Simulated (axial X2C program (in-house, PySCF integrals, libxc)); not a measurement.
# SeB: EOM-IP-CCSD levels

Wanted for SeB: EOM-IP-CCSD levels, at the two-component level.

Method: two-component X2C with atomic mean-field terms, Se dyall-acv3z, B dyall-av3z; program: an in-house X2C program for linear molecules on PySCF integrals.

All values are calculated.

## (1) Set-up

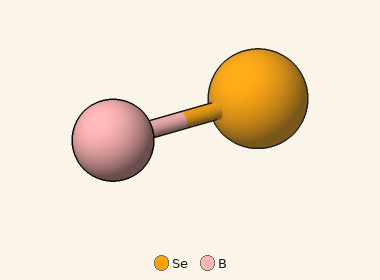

The two atoms at 1.850 Å (selenium orange, boron pink).

Input file task.json:

```json
{
 "zs": [
  34,
  5
 ],
 "q": 0,
 "bas": [
  "dyall-acv3z",
  "dyall-av3z"
 ],
 "r0": 1.85,
 "eom": "ip",
 "rq": -1,
 "thr": -2.0,
 "nmax": 95,
 "grid": [
  1,
  0.96,
  1.045,
  0.92,
  1.09,
  1.15
 ]
}
```

Keys: zs atomic numbers; q charge; bas basis sets; r0 starting distance in Å; eom kind of EOM run; thr threshold in hartree for freezing inner shells (an s shell follows its p shell); nmax most natural virtual spinors; grid distances as factors.

Launch:

```sh
python soeom.py task.json out
```

Nuclei are Gaussian, cores are contracted, and the Gaunt term is on.

## (2) EOM-IP-CCSD at 1.828 Å

Reference: the closed shell SeB⁻; 10 electrons correlated, 94 virtual spinors; roots sought by Ω: 1/2: 4, 3/2: 3, 5/2: 1.

Output:

```text
two-component X2C + atomic mean field  HF
basis functions 176  fitting functions 968  grid points 5075
iter        total energy     max residual
   1      -2448.569418677     3.53e+00
   2      -2452.012691901     6.79e-02
   3      -2452.028807588     2.10e-02
   4      -2452.032230206     2.21e-03
   5      -2452.032340955     7.50e-04
   6      -2452.032369380     4.38e-04
   7      -2452.032377725     1.95e-04
   8      -2452.032380784     6.00e-05
   9      -2452.032380891     9.19e-06
  10      -2452.032380896     3.64e-06
  11      -2452.032380898     2.29e-06
  12      -2452.032380898     1.17e-06
converged
one-electron -3518.25678803  Coulomb 1108.78427547  exact exchange -90.87609361  xc functional 0.00000000  nuclear repulsion 49.21232268  atomic mean-field constant -0.89609741
correlated 10  virtual 254  natural virtual 94  E(MP2) -0.249075493  MP2 remainder -0.009474577
iter   CCSD correlation   residual
   1     -0.249814916   1.43e-01
   2     -0.258158456   6.07e-02
   3     -0.260800453   2.69e-02
   4     -0.260879585   7.79e-03
   5     -0.260923411   2.68e-03
   6     -0.260929328   9.20e-04
   7     -0.260932028   2.74e-04
   8     -0.260935009   8.81e-05
   9     -0.260934019   3.43e-05
  10     -0.260934282   1.53e-05
  11     -0.260934001   7.69e-06
  12     -0.260934074   4.73e-06
  13     -0.260934061   2.75e-06
(T) -0.015820283  T1 0.0320  D1 0.0446  max T2 0.072
EOM-IP-CCSD roots
2*Omega      energy/Eh   energy/eV  one-particle weight
    1       0.09396371      2.5569      0.906
    1       0.15299802      4.1633      0.931
    1       0.27303021      7.4295      0.772
    1       0.28679123      7.8040      0.000
    3       0.14618394      3.9779      0.933
    3       0.28643631      7.7943      0.000
    3       0.30569425      8.3184      0.000
    5       0.30353960      8.2597      0.000
```

T1 in the output is the amplitude norm over the root of the electron number; divide by √2 for the Lee–Taylor value.

```tsv
Ω	vertical IE (eV)	above lowest (cm⁻¹)	spinor	weight
1/2	2.557	0	45% B pσ, 29% B sσ, 13% Se pσ	0.91
3/2	3.978	11460	67% Se pπ, 20% B pπ, 9% B dπ	0.93
1/2	4.163	12960	68% Se pπ, 19% B pπ, 9% B dπ	0.93
1/2	7.430	39300	59% Se pσ, 22% B sσ, 9% Se sσ	0.77
```

Wall time 4.3 s (1 thread of Arm Neoverse V2, shared host); peak memory 0.6 GiB.

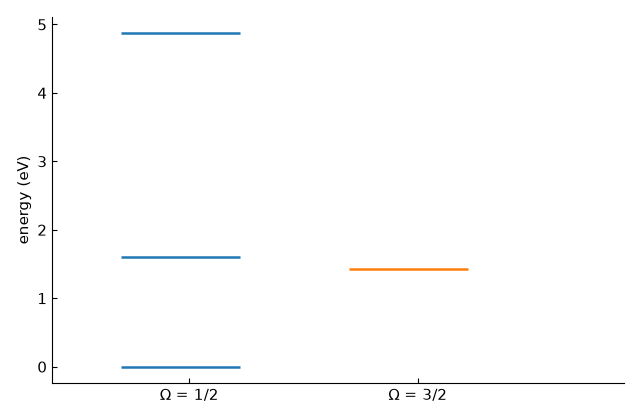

The roots by Ω, from the lowest.

## (3) EOM-IP-CCSD at 1.755 Å

```tsv
Ω	vertical IE (eV)	above lowest (cm⁻¹)	spinor	weight
1/2	2.367	0	45% B pσ, 30% B sσ, 11% Se pσ	0.91
3/2	4.194	14730	65% Se pπ, 22% B pπ, 9% B dπ	0.93
1/2	4.378	16220	66% Se pπ, 20% B pπ, 9% B dπ	0.93
1/2	7.524	41600	60% Se pσ, 19% B sσ, 9% Se sσ	0.80
```

Run time: 4.8 s. Hardware: 1 thread of Arm Neoverse V2, shared host; peak memory 0.64 GiB.

## (4) EOM-IP-CCSD at 1.910 Å

```tsv
Ω	vertical IE (eV)	above lowest (cm⁻¹)	spinor	weight
1/2	2.755	0	46% B pσ, 27% B sσ, 16% Se pσ	0.91
3/2	3.751	8030	69% Se pπ, 19% B pπ, 8% B dπ	0.93
1/2	3.939	9540	70% Se pπ, 17% B pπ, 8% B dπ	0.93
1/2	7.325	36850	56% Se pσ, 26% B sσ, 8% Se sσ	0.74
```

It took 4.7 s on 1 thread of Arm Neoverse V2, shared host; peak memory 0.66 GiB.

## (5) EOM-IP-CCSD at 1.682 Å

```tsv
Ω	vertical IE (eV)	above lowest (cm⁻¹)	spinor	weight
1/2	2.169	0	45% B pσ, 32% B sσ, 10% Se pσ	0.91
3/2	4.423	18180	63% Se pπ, 23% B pπ, 9% B dπ	0.93
1/2	4.606	19660	64% Se pπ, 22% B pπ, 9% B dπ	0.93
1/2	7.612	43900	61% Se pσ, 17% B sσ, 9% Se sσ	0.82
```

Wall time 4.8 s (1 thread of Arm Neoverse V2, shared host); peak memory 0.66 GiB.

## (6) EOM-IP-CCSD at 1.992 Å

```tsv
Ω	vertical IE (eV)	above lowest (cm⁻¹)	spinor	weight
1/2	2.930	0	46% B pσ, 25% B sσ, 19% Se pσ	0.91
3/2	3.540	4920	71% Se pπ, 17% B pπ, 8% B dπ	0.93
1/2	3.732	6470	72% Se pπ, 15% B pπ, 8% B dπ	0.93
1/2	7.230	34680	53% Se pσ, 30% B sσ, 8% Se sσ	0.72
```

Run time: 4.9 s. Hardware: 1 thread of Arm Neoverse V2, shared host; peak memory 0.66 GiB.

## (7) EOM-IP-CCSD at 2.102 Å

```tsv
Ω	vertical IE (eV)	above lowest (cm⁻¹)	spinor	weight
1/2	3.113	0	44% B pσ, 23% Se pσ, 20% B sσ	0.91
3/2	3.284	1370	74% Se pπ, 15% B pπ, 7% B dπ	0.93
1/2	3.491	3040	71% Se pπ, 13% B pπ, 7% B dπ	0.93
1/2	7.133	32420	48% Se pσ, 36% B sσ, 7% Se sσ	0.68
```

It took 5 s on 1 thread of Arm Neoverse V2, shared host; peak memory 0.66 GiB.

## (8) Curves of the states

Energies in eV from the lowest point of the lowest state; states are followed by energy order within each Ω.

```tsv
R (Å)	(1)Ω=1/2	(1)Ω=3/2	(2)Ω=1/2	(3)Ω=1/2
1.682	0.0661	2.3207	2.5036	5.5094
1.755	0.0000	1.8269	2.0108	5.1573
1.828	0.1086	1.5296	1.7150	4.9812
1.910	0.3695	1.3648	1.5528	4.9388
1.992	0.7185	1.3280	1.5204	5.0183
2.102	1.2419	1.4120	1.6192	5.2616
```

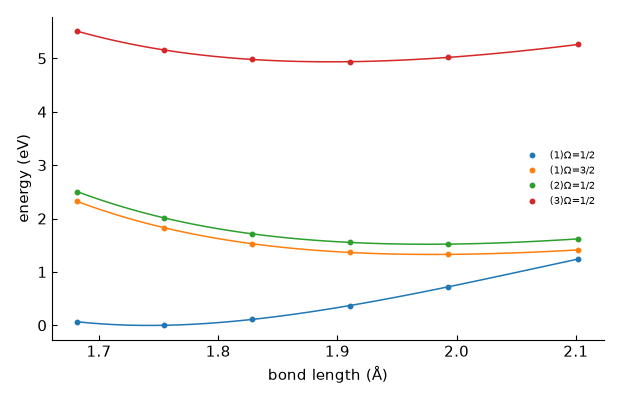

The states along the bond.

Constants where the minimum is well bracketed (masses 79.917 and 11.009 u):

```tsv
state	Te (cm⁻¹)	Re (Å)	ωe (cm⁻¹)
(1)Ω=1/2	0	1.742	985
(3)Ω=1/2	39840	1.894	731
```

## (9) Results

| quantity | value |
| --- | --- |
| lowest root at 1.828 Å | Ω = 1/2, 2.557 eV |
| next root led by one particle | Ω = 3/2, about 11460 cm⁻¹ higher |
| T1 of the reference | 0.023 |
| lowest state, Re and ωe | 1.742 Å, 985 cm⁻¹ |

Removing an electron from the reference determinant of SeB⁻ costs 2.56 eV and empties a spinor of 45% B pσ, 29% B sσ, 13% Se pσ. Errors of 0.1 to 0.3 eV are usual at this size, and roots led by higher excitations are left out, so the list is incomplete, and low states of that kind can be missing. The bond is 0.091 Å shorter than in the closed-shell reference at CCSD (1.833 Å).
